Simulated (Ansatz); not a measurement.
# CH4B2 (SMILES B=CB): functionals against CCSD(T) at one geometry

The atoms stand at a structure displaced at random from a GFN2-xTB minimum. How far do the functionals agree with CCSD(T) there?

The runs use Ansatz 0.2.0, Gaussian basis; single points in def2-TZVPP.

Correlated methods freeze the cores.

## (1) Starting geometry

SMILES `B=CB`, 7 atoms, charge 0, spin multiplicity 1.

Atoms are counted from 1 here; the program's logs count them from 0.

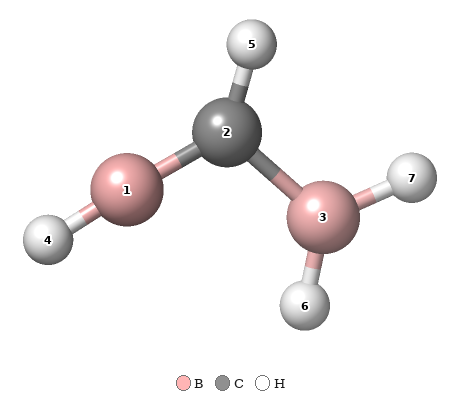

As it starts; boron pink, carbon grey, hydrogen white; atoms are numbered from 1 in the order of the file.

As a file:

```mol
CH4B2
  3D, bonds by distance, orders not assigned

  7  6  0  0  0  0  0  0  0  0999 V2000
   -1.3377    0.0383   -0.4583 B   0  0
    0.0203   -0.1289   -0.6878 C   0  0
    0.8150    0.0677    0.6611 B   0  0
   -2.4207    0.1081   -0.1925 H   0  0
    0.6163   -0.2515   -1.6136 H   0  0
    0.2886    0.1951    1.6121 H   0  0
    1.9733   -0.0237    0.5714 H   0  0
  1  2  8  0
  1  4  8  0
  2  3  8  0
  2  5  8  0
  3  6  8  0
  3  7  8  0
M  END
```

## (2) CCSD(T)/def2-TZVPP

Input file run/in.yaml:

```yaml
crystal:
  periodic: [false, false, false]
  atoms:
    - {symbol: B, position_ang: [-1.337700, 0.038300, -0.458300]}
    - {symbol: C, position_ang: [0.020300, -0.128900, -0.687800]}
    - {symbol: B, position_ang: [0.815000, 0.067700, 0.661100]}
    - {symbol: H, position_ang: [-2.420700, 0.108100, -0.192500]}
    - {symbol: H, position_ang: [0.616300, -0.251500, -1.613600]}
    - {symbol: H, position_ang: [0.288600, 0.195100, 1.612100]}
    - {symbol: H, position_ang: [1.973300, -0.023700, 0.571400]}
basis:
  gaussian: {orbitals: def2-TZVPP}
correlation: {method: ccsd_t}
output: {forces: true}
```

No record of the launch command was kept for these runs.

## (3) PBE0-D4/def2-TZVPP

Edit run/in.yaml of step 2 so:

```diff
@@ -12,3 +12,3 @@
   gaussian: {orbitals: def2-TZVPP}
-correlation: {method: ccsd_t}
-output: {forces: true}
+hamiltonian: {xc: pbe0, dispersion: d4}
+output: {forces: true, orbitals: {seedname: orbitals}}
```

## (4) wB97M-V/def2-TZVPP

Edit run/in.yaml of step 3 so:

```diff
@@ -12,3 +12,3 @@
   gaussian: {orbitals: def2-TZVPP}
-hamiltonian: {xc: pbe0, dispersion: d4}
-output: {forces: true, orbitals: {seedname: orbitals}}
+hamiltonian: {xc: {name: wB97M-V}}
+output: {forces: true}
```

## (5) r2SCAN-D4/def2-TZVPP

Edit run/in.yaml of step 4 so:

```diff
@@ -12,3 +12,3 @@
   gaussian: {orbitals: def2-TZVPP}
-hamiltonian: {xc: {name: wB97M-V}}
+hamiltonian: {xc: r2scan, dispersion: d4}
 output: {forces: true}
```

## (6) PBE-D4/def2-TZVPP

Edit run/in.yaml of step 5 so:

```diff
@@ -12,3 +12,3 @@
   gaussian: {orbitals: def2-TZVPP}
-hamiltonian: {xc: r2scan, dispersion: d4}
+hamiltonian: {xc: pbe, dispersion: d4}
 output: {forces: true}
```

## (7) r2SCANh-D4/def2-TZVPP

Edit run/in.yaml of step 6 so:

```diff
@@ -12,3 +12,3 @@
   gaussian: {orbitals: def2-TZVPP}
-hamiltonian: {xc: pbe, dispersion: d4}
+hamiltonian: {xc: {name: r2SCANh}, dispersion: d4}
 output: {forces: true}
```

## (8) B97M-V/def2-TZVPP

Edit run/in.yaml of step 7 so:

```diff
@@ -12,3 +12,3 @@
   gaussian: {orbitals: def2-TZVPP}
-hamiltonian: {xc: {name: r2SCANh}, dispersion: d4}
+hamiltonian: {xc: {name: B97M-V}}
 output: {forces: true}
```

(Steps that only read results are left out.)

Q: Predict the outcome of this session. Wanted: energy less free atoms, CCSD(T)/def2-TZVPP; RMS force component; RMS force error; HOMO and LUMO, PBE0-D4; T1 diagnostic.

The runs gave:

| quantity | value |
| --- | --- |
| energy less free atoms, CCSD(T)/def2-TZVPP | -2491.3 kJ/mol |
| RMS force component | 1.242 to 1.318 eV/Å over the methods |
| RMS force error | PBE0-D4 0.168, wB97M-V 0.176, r2SCAN-D4 0.137, PBE-D4 0.137, r2SCANh-D4 0.157, B97M-V 0.159 eV/Å |
| HOMO and LUMO, PBE0-D4 | -7.50 and -1.45 eV |
| T1 diagnostic | 0.016 |

In words: Against CCSD(T) the functionals' energies less atoms differ by -127.1 to -91.2 kJ/mol, PBE-D4 by -127.1 kJ/mol. The reference is not at the basis limit: in triple zeta CCSD(T) underbinds, which counts against methods that bind more; the gaps are no ranking. For forces r2SCAN-D4 does best and wB97M-V worst. Frozen-core CCSD(T) forces in triple zeta carry basis errors of their own, and this is one geometry, so small gaps rank nothing.
